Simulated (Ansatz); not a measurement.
Effect of Ga → V on GaSb

Consider GaSb in the zinc blende structure (space group F-43m, No. 216; a = 6.112 Å).

The change: full substitution Ga → V, then cell and atoms are relaxed.

Calculations: DFT with PBEsol, PAW potentials and a 420 eV plane-wave cutoff in Ansatz (a program for electronic structure), no SOC, earlier PAW set. k-mesh 13×13×13 (Γ-centred); smearing 0.05 eV (Fermi–Dirac).

```csv
quantity,base,changed,shift
volume per atom,28.54 Å³,28.08 Å³,-0.46 Å³
density,5.57 g/cm³,5.11 g/cm³,-0.46 g/cm³
band gap,zero,zero,–
magnetic state,not spin-polarised,ferromagnetic,–
largest site moment,0.00 μB,1.91 μB,+1.91 μB
```

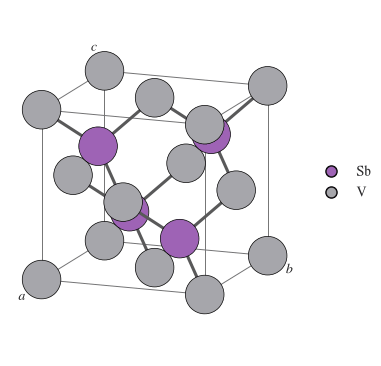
Figure: The relaxed conventional cell after the change

Other magnetic orders, which the real material may have, were not ruled out. Spin-orbit coupling, missing from the scalar runs, can matter with Sb. Whether these cells are dynamically stable was not tested. As relaxed here, VSb is a hypothetical phase, not in the database extracts checked. Spin-polarised in the final run: VSb; the other runs are not. Gaps under 0.05 eV, about the width of the smearing, are given as zero. The zero or small gap of GaSb can change with the level of theory.
